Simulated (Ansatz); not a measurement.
## TaHBrCl$_{5}$: geometry relaxation

- system: TaHBrCl$_{5}$
- method: RHF/def2-SVP (Ansatz 0.2.0)

It belongs to a series of runs on one base structure; here: end point A relaxed. Figures and captions count atoms from 1; the log counts them from 0 in places.

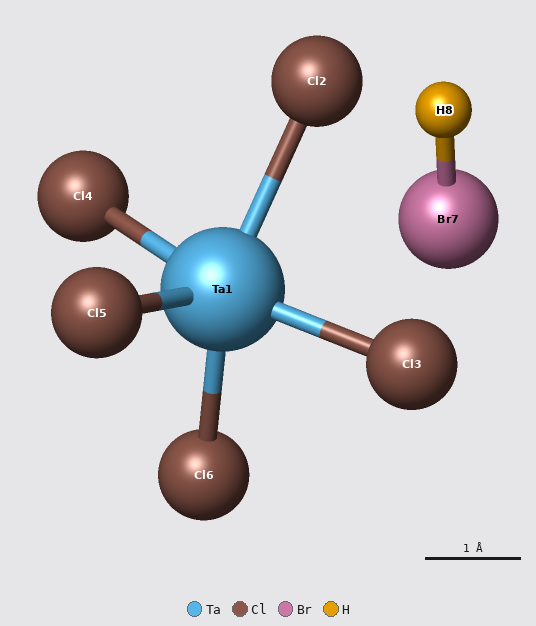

*The structure as given in the input (ball-and-stick view, seen at a tilt; atoms are numbered from 1 in the order of the input). Sticks mark near contacts.*

Bond lengths as drawn: Br–H 1.49 Å and Cl–Ta 2.26 to 2.44 Å.

### Summary

```tsv
quantity	value
outcome	converged
total energy	−134046.9070 eV
mean-field energy	−134046.9070 eV
largest force (length of the vector) at the end	0.022 eV/Å
hardware	4 threads of Arm Neoverse V2, 24 GiB of memory available, shared host
wall time	40 s (CPU time 2.5 min)
peak memory	0.61 GiB
```

### Input file
```yaml
crystal:
  periodic: [false, false, false]
  atoms:
    - { symbol: Ta, position_ang: [-0.165875, 0.169374, 0.067865] }
    - { symbol: Cl, position_ang: [2.225435, 0.575418, 0.313011] }
    - { symbol: Cl, position_ang: [-0.24854, 0.284231, 2.394267] }
    - { symbol: Cl, position_ang: [0.360702, -0.630316, -2.05361] }
    - { symbol: Cl, position_ang: [-1.093494, 2.156349, -0.464377] }
    - { symbol: Cl, position_ang: [-1.924992, -1.327582, 0.136862] }
    - { symbol: Br, position_ang: [1.744651, -3.034801, 1.023466] }
    - { symbol: H, position_ang: [2.687913, -1.887874, 0.907615] }
basis:
  gaussian: { orbitals: def2-SVP }
hamiltonian:
  xc: hf
relax:
  f_tol: 0.03
  max_steps: 50
output:
  orbitals: {}
```

Launch command:
```bash
ansatz run input.yaml --threads 4 --pin off --max-ram 5120MiB --backend cpu --events-out ev --progress --plain --runs-dir out
```

### Log
```
The last accepted step is kept in [file] (removed where the run ends without a failure and the disk answers)
Engine: ansatz 0.2.0, aarch64-unknown-linux-gnu
Functional definition: HF
  exchange = exact_x
  correlation = 0
1594 factors; integrals over basis functions are off by at most 2.8e-4 eV
mean field evaluation 1: about -134039.7954 eV, gradient 4.7e1 eV
mean field evaluation 2: about -134040.0112 eV, gradient 4.7e1 eV
mean field evaluation 4: about -134046.5910 eV, gradient 2.9e0 eV
mean field evaluation 8: about -134046.6582 eV, gradient 4.0e-1 eV
mean field -134046.65967633 eV, -4926.1238830157 hartree, gradient 2.1e-5 eV, S^2 0.000000; 0 other end points of the search recorded, 0 dependent functions left out
the calculation of the forces begins
reference -134046.65967633 eV, -4926.1238830157 hartree; 67, 67 occupied and 92, 92 virtual orbitals, 1594 factors
relax step   1: F+E_penalty+E_count = -134046.65967633 eV  Δ(F+E_penalty+E_count) = +0.000e0 eV  max|allowed force component| = 1.571e0 eV/Å  Δτ_max = 0.0000 Å  (40 SCF iters, accepted)
these checks for a lower state are left out or cut short: starts, cluster_reference, orbital_swaps, neighbouring_geometries, increment
1594 factors; integrals over basis functions are off by at most 2.4e-4 eV
mean field evaluation 16: about -134046.4667 eV, gradient 1.1e0 eV
mean field -134046.81316663 eV, -4926.1295236804 hartree, gradient 1.2e-5 eV, S^2 0.000000; 0 other end points of the search recorded, 0 dependent functions left out
[... from here on the field's lines of each further geometry are left out, up to the last ...]
relax step   2: F+E_penalty+E_count = -134046.81316663 eV  Δ(F+E_penalty+E_count) = -1.535e-1 eV  max|allowed force component| = 4.391e-1 eV/Å  Δτ_max = 0.1902 Å  (38 SCF iters, accepted)
relax step   3: F+E_penalty+E_count = -134046.83731331 eV  Δ(F+E_penalty+E_count) = -2.415e-2 eV  max|allowed force component| = 1.391e-1 eV/Å  Δτ_max = 0.1941 Å  (40 SCF iters, accepted)
relax step   4: F+E_penalty+E_count = -134046.84406254 eV  Δ(F+E_penalty+E_count) = -6.749e-3 eV  max|allowed force component| = 5.856e-2 eV/Å  Δτ_max = 0.0883 Å  (39 SCF iters, accepted)
relax step   5: F+E_penalty+E_count = -134046.84706742 eV  Δ(F+E_penalty+E_count) = -3.005e-3 eV  max|allowed force component| = 9.305e-2 eV/Å  Δτ_max = 0.0915 Å  (40 SCF iters, accepted)
relax step   6: F+E_penalty+E_count = -134046.84908300 eV  Δ(F+E_penalty+E_count) = -2.016e-3 eV  max|allowed force component| = 1.599e-1 eV/Å  Δτ_max = 0.0714 Å  (40 SCF iters, accepted)
relax step   7: F+E_penalty+E_count = -134046.85082505 eV  Δ(F+E_penalty+E_count) = -1.742e-3 eV  max|allowed force component| = 1.702e-1 eV/Å  Δτ_max = 0.0363 Å  (39 SCF iters, accepted)
relax step   8: F+E_penalty+E_count = -134046.86539594 eV  Δ(F+E_penalty+E_count) = -1.457e-2 eV  max|allowed force component| = 1.271e-1 eV/Å  Δτ_max = 0.1995 Å  (38 SCF iters, accepted)
relax step   9: F+E_penalty+E_count = -134046.87302906 eV  Δ(F+E_penalty+E_count) = -7.633e-3 eV  max|allowed force component| = 4.229e-1 eV/Å  Δτ_max = 0.1950 Å  (38 SCF iters, accepted)
relax step  10: F+E_penalty+E_count = -134046.89148455 eV  Δ(F+E_penalty+E_count) = -1.846e-2 eV  max|allowed force component| = 1.801e-1 eV/Å  Δτ_max = 0.1342 Å  (37 SCF iters, accepted)
relax step  11: F+E_penalty+E_count = -134046.90133473 eV  Δ(F+E_penalty+E_count) = -9.850e-3 eV  max|allowed force component| = 6.507e-2 eV/Å  Δτ_max = 0.1423 Å  (40 SCF iters, accepted)
relax step  12: F+E_penalty+E_count = -134046.90349135 eV  Δ(F+E_penalty+E_count) = -2.157e-3 eV  max|allowed force component| = 4.919e-2 eV/Å  Δτ_max = 0.0607 Å  (40 SCF iters, accepted)
relax step  13: F+E_penalty+E_count = -134046.89957571 eV  Δ(F+E_penalty+E_count) = +3.916e-3 eV  max|allowed force component| = 1.469e-1 eV/Å  Δτ_max = 0.1953 Å  (39 SCF iters, rejected (line search))
relax step  14: F+E_penalty+E_count = -134046.90568684 eV  Δ(F+E_penalty+E_count) = -2.195e-3 eV  max|allowed force component| = 4.194e-2 eV/Å  Δτ_max = 0.0963 Å  (40 SCF iters, accepted)
the calculation of the forces begins
reference -134046.90703111 eV, -4926.1329731365 hartree; 67, 67 occupied and 92, 92 virtual orbitals, 1598 factors
relax step  15: F+E_penalty+E_count = -134046.90703111 eV  Δ(F+E_penalty+E_count) = -1.344e-3 eV  max|allowed force component| = 1.883e-2 eV/Å  Δτ_max = 0.0980 Å  (41 SCF iters, accepted)
```

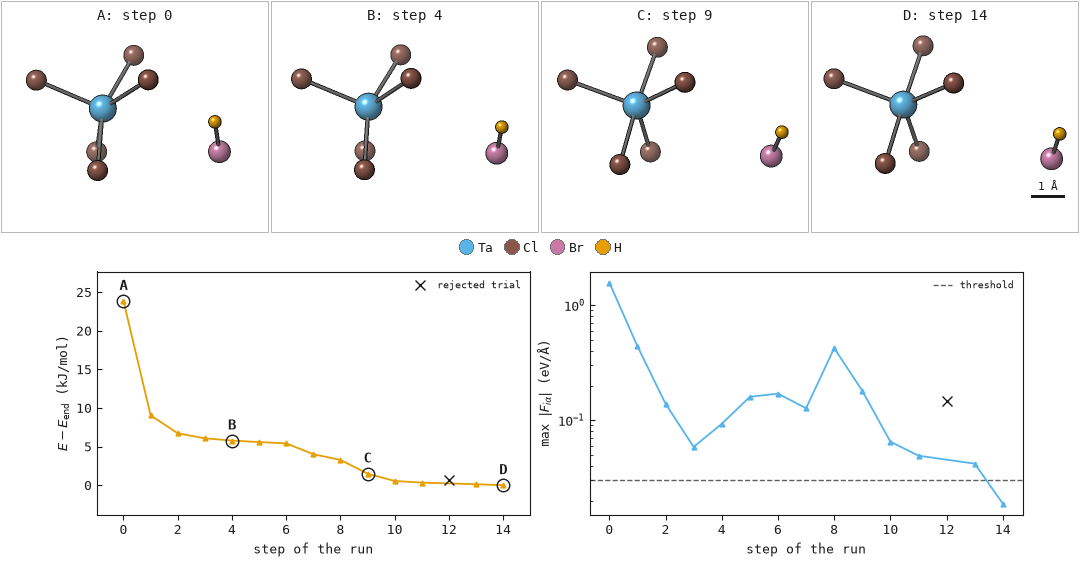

*Frames of the relaxation (ball-and-stick view, seen at a tilt) above the curves, on which the letters mark them (the first geometry is step 0 here and step 1 in the log).*

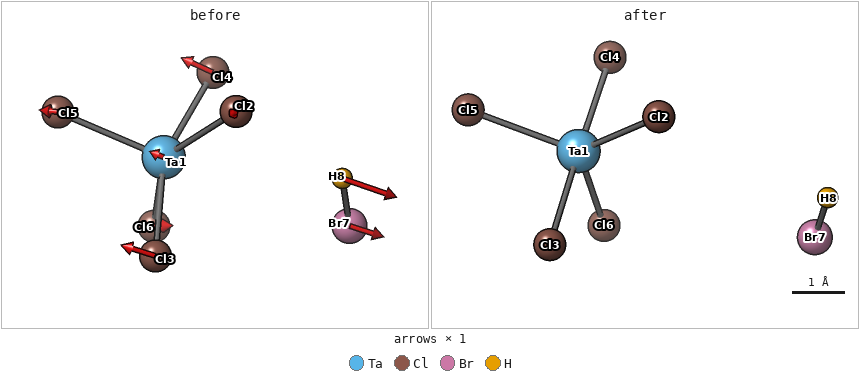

*Before (left) and after (right) the relaxation, at one scale (ball-and-stick view, seen at a tilt). The red arrows give the displacements, at true length.*

The energy falls by 23.9 kJ/mol in 14 geometry steps. Largest force component: 1.6 eV/Å at the start, 0.019 eV/Å at the end. The line search rejected the trial step at point 12 (counted from 0) and went back. The atom that moves furthest after the best rigid fit is H8 (1.14 Å). Largest moves by element: H 1.14 Å, Cl 0.73 Å, Br 0.72 Å, Ta 0.32 Å. Among the contacts that change: Ta1–Cl2 2.438 → 2.307 Å, Br7–H8 1.489 → 1.409 Å, Ta1–Cl5 2.257 → 2.293 Å, Ta1–Cl6 2.311 → 2.295 Å. Among the angles that change: Cl2–Ta1–Cl6 148.4° → 122.9°, Cl3–Ta1–Cl4 159.2° → 178.6°, Cl2–Ta1–Cl5 106.3° → 119.1°. (Atoms are counted from 1 in the order of the input.)

```
1598 factors; integrals over basis functions are off by at most 2.6e-4 eV
mean field -134046.90703111 eV, -4926.1329731365 hartree, gradient 1.6e-5 eV, S^2 0.000000; 1 other end points of the search recorded, 0 dependent functions left out
the calculation of the forces begins
reference -134046.90703111 eV, -4926.1329731365 hartree; 67, 67 occupied and 92, 92 virtual orbitals, 1598 factors
Total energy: -134046.90703111 eV, -4926.1329731365 hartree
Atom 0 at    -0.298489     0.453122    -0.004677 Å, force     0.010603     0.012181     0.007743 eV/Å
Atom 1 at     1.986995     0.525829     0.298987 Å, force    -0.001760    -0.002229    -0.004796 eV/Å
Atom 2 at    -0.587376     0.924876     2.274347 Å, force    -0.000358    -0.002711    -0.001448 eV/Å
Atom 3 at     0.043806    -0.039384    -2.271848 Å, force    -0.002557    -0.000688     0.008990 eV/Å
Atom 4 at    -1.410251     2.378972    -0.565635 Å, force    -0.002155     0.005448    -0.006705 eV/Å
Atom 5 at    -1.528223    -1.469246     0.234437 Å, force    -0.006863    -0.010831    -0.004493 eV/Å
Atom 6 at     2.110096    -3.634786     1.179644 Å, force     0.018834     0.011877     0.000324 eV/Å
Atom 7 at     3.269242    -2.834584     1.179844 Å, force    -0.015744    -0.013047     0.000386 eV/Å
Dipole moment:     0.171965     0.078011     0.006859 e Å
```

### Trajectory as extended XYZ (Å, eV, eV/Å), 15 frames, from step=1 to step=15
```
8
Properties=species:S:1:pos:R:3:forces:R:3 step=1 energy=-134046.65968
Ta   -0.1659    0.1694    0.0679    0.9288   0.1985   0.1462
Cl    2.2254    0.5754    0.3130   -0.9755   0.0072  -0.1385
Cl   -0.2485    0.2842    2.3943    0.0034  -0.0107  -0.0247
Cl    0.3607   -0.6303   -2.0536    0.0044  -0.0183  -0.0109
Cl   -1.0935    2.1563   -0.4644   -0.0073   0.0146  -0.0107
Cl   -1.9250   -1.3276    0.1369   -0.0022  -0.0028  -0.0042
Br    1.7447   -3.0348    1.0235    1.1621   1.3829  -0.1422
H     2.6879   -1.8879    0.9076   -1.1137  -1.5715   0.1849
8
Properties=species:S:1:pos:R:3:forces:R:3 step=2 energy=-134046.81317
Ta   -0.1634    0.2109    0.0624   -0.2328   0.2681  -0.0969
Cl    2.0976    0.7081    0.2678    0.4391   0.0469   0.0544
Cl   -0.2486    0.3050    2.3880   -0.0450  -0.0577   0.1575
Cl    0.3600   -0.6115   -2.0536   -0.0038  -0.1173  -0.1268
Cl   -1.1056    2.1893   -0.4752   -0.0884   0.0787  -0.0278
Cl   -1.9117   -1.3017    0.1323   -0.1213  -0.1759   0.0255
Br    1.8171   -3.1302    1.0509    0.0522   0.1163  -0.0204
H     2.7404   -2.0651    0.9526    0.0000  -0.1591   0.0344
8
Properties=species:S:1:pos:R:3:forces:R:3 step=3 energy=-134046.83731
Ta   -0.1999    0.2670    0.0449    0.0529   0.1391  -0.0244
Cl    2.0902    0.7421    0.2606   -0.0818  -0.0717   0.0049
Cl   -0.2959    0.3332    2.3787    0.0157  -0.0200  -0.0420
Cl    0.3149   -0.5856   -2.0694    0.0013  -0.0019   0.0534
Cl   -1.1550    2.2431   -0.4939   -0.0197  -0.0116  -0.0012
Cl   -1.9394   -1.2695    0.1233    0.0148  -0.0362   0.0089
Br    1.9000   -3.2247    1.0811    0.0640   0.1290  -0.0203
H     2.8708   -2.2009    0.9998   -0.0472  -0.1267   0.0206
8
Properties=species:S:1:pos:R:3:forces:R:3 step=4 energy=-134046.84406
Ta   -0.2134    0.2907    0.0383    0.0429  -0.0584   0.0148
Cl    2.0789    0.7279    0.2631   -0.0484  -0.0011  -0.0084
Cl   -0.3034    0.3386    2.3728   -0.0097   0.0197  -0.0377
Cl    0.3065   -0.5803   -2.0671   -0.0156   0.0344   0.0284
Cl   -1.1782    2.2625   -0.5019   -0.0010   0.0015  -0.0012
Cl   -1.9388   -1.2659    0.1228    0.0259   0.0116   0.0028
Br    1.8987   -3.2116    1.0764    0.0203   0.0508  -0.0093
H     2.9355   -2.2571    1.0208   -0.0143  -0.0586   0.0106
8
Properties=species:S:1:pos:R:3:forces:R:3 step=5 energy=-134046.84707
Ta   -0.2225    0.3006    0.0353    0.0154  -0.0550   0.0116
Cl    2.0662    0.7306    0.2601    0.0046   0.0158   0.0023
Cl   -0.3182    0.3554    2.3676   -0.0096   0.0267   0.0080
Cl    0.2940   -0.5644   -2.0713   -0.0126   0.0175  -0.0185
Cl   -1.1905    2.2711   -0.5061   -0.0044   0.0086  -0.0030
Cl   -1.9389   -1.2654    0.1239    0.0118  -0.0059  -0.0002
Br    1.8971   -3.2037    1.0725    0.0826   0.0854  -0.0072
H     2.9987   -2.3194    1.0432   -0.0878  -0.0930   0.0072
8
Properties=species:S:1:pos:R:3:forces:R:3 step=6 energy=-134046.84908
Ta   -0.2240    0.3025    0.0349   -0.0103  -0.0290   0.0045
Cl    2.0607    0.7354    0.2620    0.0259   0.0106  -0.0117
Cl   -0.3284    0.3753    2.3664   -0.0180   0.0202   0.0206
Cl    0.2812   -0.5498   -2.0797    0.0105   0.0197  -0.0278
Cl   -1.1979    2.2705   -0.5081   -0.0058  -0.0001  -0.0010
Cl   -1.9274   -1.2783    0.1265    0.0117  -0.0104   0.0159
Br    1.8788   -3.1781    1.0623    0.1459   0.1057  -0.0019
H     3.0427   -2.3727    1.0609   -0.1599  -0.1167   0.0015
8
Properties=species:S:1:pos:R:3:forces:R:3 step=7 energy=-134046.85083
Ta   -0.2207    0.3010    0.0360   -0.0125  -0.0078   0.0001
Cl    2.0632    0.7386    0.2541    0.0083   0.0084   0.0370
Cl   -0.3408    0.3938    2.3672    0.0260   0.0350   0.0132
Cl    0.2842   -0.5290   -2.0884   -0.0299  -0.0031  -0.0224
Cl   -1.2058    2.2637   -0.5083   -0.0086  -0.0061  -0.0004
Cl   -1.9069   -1.2979    0.1413    0.0339  -0.0141  -0.0272
Br    1.8575   -3.1598    1.0534    0.1531   0.0938   0.0025
H     3.0553   -2.4056    1.0698   -0.1702  -0.1061  -0.0027
8
Properties=species:S:1:pos:R:3:forces:R:3 step=8 energy=-134046.86540
Ta   -0.2128    0.3351    0.0305   -0.0693  -0.0859   0.0103
Cl    2.0734    0.7318    0.2650   -0.0710  -0.0460  -0.0023
Cl   -0.3734    0.5487    2.3585   -0.0059   0.0198  -0.0671
Cl    0.2506   -0.3934   -2.1476   -0.0199   0.0426   0.0499
Cl   -1.2890    2.2543   -0.5206    0.0277  -0.0328   0.0123
Cl   -1.7456   -1.4075    0.1830    0.1271   0.1011  -0.0045
Br    1.8432   -3.2534    1.0662   -0.0021   0.0080  -0.0017
H     3.0395   -2.5109    1.0902    0.0134  -0.0068   0.0031
8
Properties=species:S:1:pos:R:3:forces:R:3 step=9 energy=-134046.87303
Ta   -0.2198    0.3630    0.0242   -0.0579  -0.3851   0.0828
Cl    2.0731    0.6647    0.2796   -0.1615  -0.0328  -0.0149
Cl   -0.4271    0.7077    2.3426   -0.0285  -0.0307  -0.2102
Cl    0.2052   -0.2496   -2.2065   -0.0805   0.0590   0.1752
Cl   -1.3486    2.2581   -0.5294    0.0050  -0.0088  -0.0017
Cl   -1.5899   -1.5163    0.2271    0.2780   0.4229  -0.0430
Br    1.8369   -3.3110    1.0735   -0.0209  -0.0415   0.0057
H     3.0560   -2.6118    1.1140    0.0663   0.0170   0.0061
8
Properties=species:S:1:pos:R:3:forces:R:3 step=10 energy=-134046.89149
Ta   -0.2354    0.3732    0.0207    0.0030   0.0731  -0.0184
Cl    2.0457    0.5356    0.3040    0.1714   0.0161   0.0240
Cl   -0.5052    0.8076    2.3027   -0.0156   0.0267   0.1444
Cl    0.1278   -0.1461   -2.2304    0.0197  -0.0360  -0.1403
Cl   -1.3553    2.2794   -0.5370   -0.0845   0.1506  -0.0425
Cl   -1.5131   -1.5128    0.2401   -0.1345  -0.1801   0.0165
Br    1.9101   -3.3831    1.0992    0.0263  -0.0438   0.0131
H     3.1110   -2.6492    1.1259    0.0143  -0.0066   0.0032
8
Properties=species:S:1:pos:R:3:forces:R:3 step=11 energy=-134046.90134
Ta   -0.2530    0.3953    0.0137   -0.0164   0.0196  -0.0028
Cl    2.0350    0.5056    0.3120    0.0177   0.0012  -0.0046
Cl   -0.5329    0.8485    2.2936   -0.0079   0.0081   0.0651
Cl    0.1002   -0.1107   -2.2448    0.0146  -0.0158  -0.0574
Cl   -1.3620    2.3176   -0.5466   -0.0164   0.0331  -0.0112
Cl   -1.5186   -1.5067    0.2392   -0.0175  -0.0162   0.0009
Br    1.9945   -3.4925    1.1330   -0.0102  -0.0406   0.0070
H     3.1226   -2.6522    1.1251    0.0360   0.0104   0.0030
8
Properties=species:S:1:pos:R:3:forces:R:3 step=12 energy=-134046.90349
Ta   -0.2635    0.4098    0.0096    0.0075   0.0128  -0.0011
Cl    2.0235    0.5138    0.3086    0.0217   0.0006  -0.0060
Cl   -0.5442    0.8672    2.2896   -0.0114   0.0058   0.0492
Cl    0.0868   -0.0939   -2.2508    0.0136  -0.0090  -0.0462
Cl   -1.3759    2.3302   -0.5515   -0.0224   0.0407  -0.0117
Cl   -1.5142   -1.5001    0.2380   -0.0291  -0.0288   0.0083
Br    2.0162   -3.5223    1.1421   -0.0181  -0.0381   0.0054
H     3.1572   -2.6999    1.1395    0.0382   0.0159   0.0021
8
Properties=species:S:1:pos:R:3:forces:R:3 step=13 energy=-134046.89958 accepted=F
Ta   -0.2943    0.4556   -0.0070   -0.0543   0.0064   0.0279
Cl    1.9940    0.5220    0.2740   -0.0344   0.0209   0.1171
Cl   -0.6164    0.9321    2.2687    0.1249   0.0329  -0.0185
Cl    0.0578   -0.0112   -2.2800   -0.0954  -0.0586   0.0471
Cl   -1.4225    2.3747   -0.5631    0.0097   0.0096  -0.0272
Cl   -1.5201   -1.4664    0.2658    0.0459  -0.0117  -0.1469
Br    2.1145   -3.6512    1.1829    0.0023   0.0024  -0.0001
H     3.2728   -2.8509    1.1840    0.0013  -0.0021   0.0005
8
Properties=species:S:1:pos:R:3:forces:R:3 step=14 energy=-134046.90569
Ta   -0.2841    0.4350    0.0030    0.0048   0.0082  -0.0118
Cl    2.0027    0.5212    0.3089   -0.0031  -0.0082  -0.0344
Cl   -0.5587    0.8967    2.2855   -0.0366  -0.0114  -0.0096
Cl    0.0613   -0.0725   -2.2598    0.0240   0.0207  -0.0023
Cl   -1.3929    2.3609   -0.5619    0.0093  -0.0160   0.0132
Cl   -1.5277   -1.4821    0.2262   -0.0072   0.0140   0.0419
Br    2.0754   -3.5945    1.1657    0.0170   0.0054   0.0016
H     3.2098   -2.7600    1.1575   -0.0082  -0.0127   0.0013
8
Properties=species:S:1:pos:R:3:forces:R:3 step=15 energy=-134046.90703
Ta   -0.2985    0.4531   -0.0047    0.0106   0.0122   0.0077
Cl    1.9870    0.5258    0.2990   -0.0018  -0.0022  -0.0048
Cl   -0.5874    0.9249    2.2743   -0.0004  -0.0027  -0.0014
Cl    0.0438   -0.0394   -2.2718   -0.0026  -0.0007   0.0090
Cl   -1.4103    2.3790   -0.5656   -0.0022   0.0054  -0.0067
Cl   -1.5282   -1.4692    0.2344   -0.0069  -0.0108  -0.0045
Br    2.1101   -3.6348    1.1796    0.0188   0.0119   0.0003
H     3.2692   -2.8346    1.1798   -0.0157  -0.0130   0.0004
```

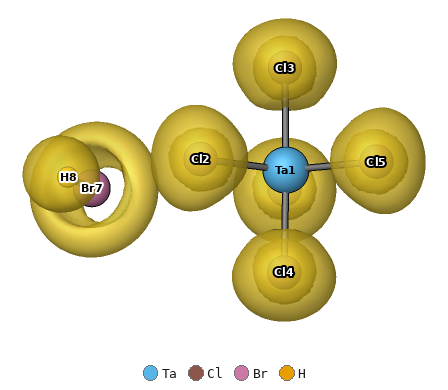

*Isosurface of the electron localisation function at 0.8 (yellow), seen at a tilt. Core shells and regions of very low density are left out.*

Profiles from the grid: Ta–Cl (2.29 Å): the ELF peaks at about 0.85 in the valence shell of Cl, 0.8 Å from its nucleus, and is about 0.45 at the midpoint. Br–H (1.41 Å): the ELF climbs to about 1 towards the hydrogen, as it does in any bond to H.

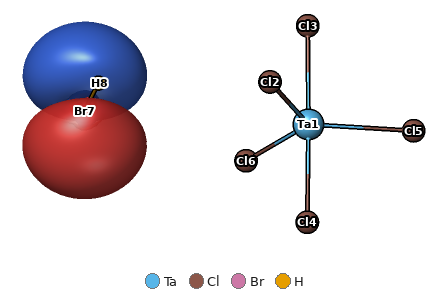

*The HOMO at ±0.1 Å⁻³ᐟ² (blue and red are the two phases), seen at a tilt.*

Its energy is −11.85 eV.
